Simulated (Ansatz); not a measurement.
```xyz
4
Lattice="4.4002 0.0000 0.0000 -2.2001 3.8107 0.0000 0.0000 0.0000 5.2102" Properties=species:S:1:pos:R:3 pbc="T T T"
W     0.0000    0.0000    0.0000
W     0.0000    0.0000    2.6051
Sb    0.0000    2.5405    1.3026
Sb    2.2001    1.2702    3.9077
```

Space group P6₃/mmc; started from the NiAs prototype, which need not be the ambient phase.

Level of theory: DFT PBE, spin-orbit coupling, plane waves, PAW (Ansatz).

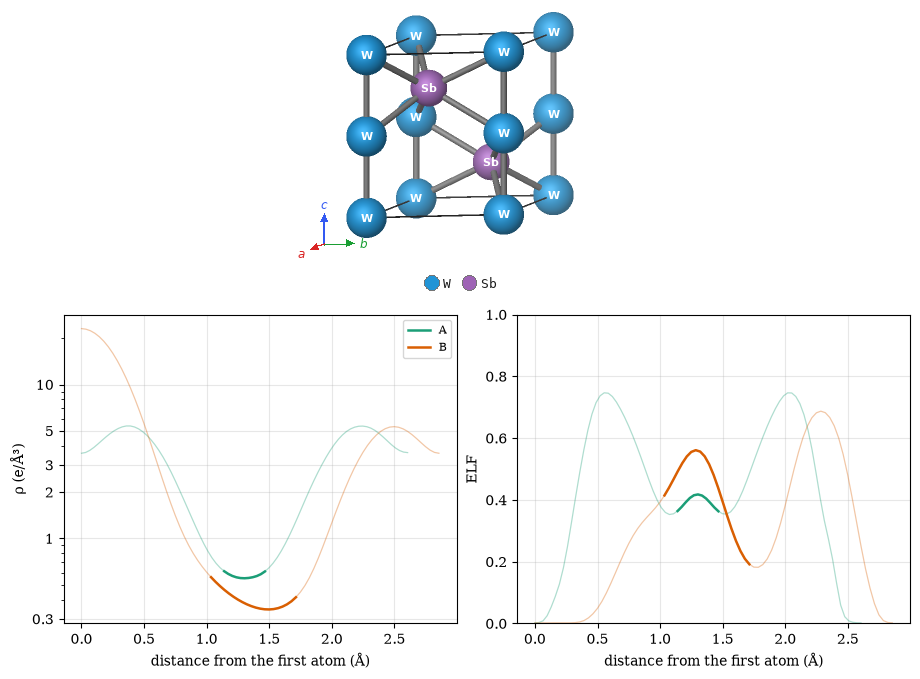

SbW. Valence electron density and ELF along straight lines between neighbouring atoms. Thin, pale parts lie inside the atomic spheres. The structure is drawn too.

Core electrons are frozen (PAW), and the valence fields are smoothed inside the atomic spheres.

### Which curve belongs to which contact (Sb–W and W–W)? The first atom named is at distance zero.

Curve A: W–W (2.61 Å): ρ is about 0.55 e/Å³ halfway; the ELF is about 0.40 at the midpoint. Curve B: Sb–W (2.85 Å): ρ at the midpoint is about 0.35 e/Å³; the ELF is about 0.50 at the midpoint.
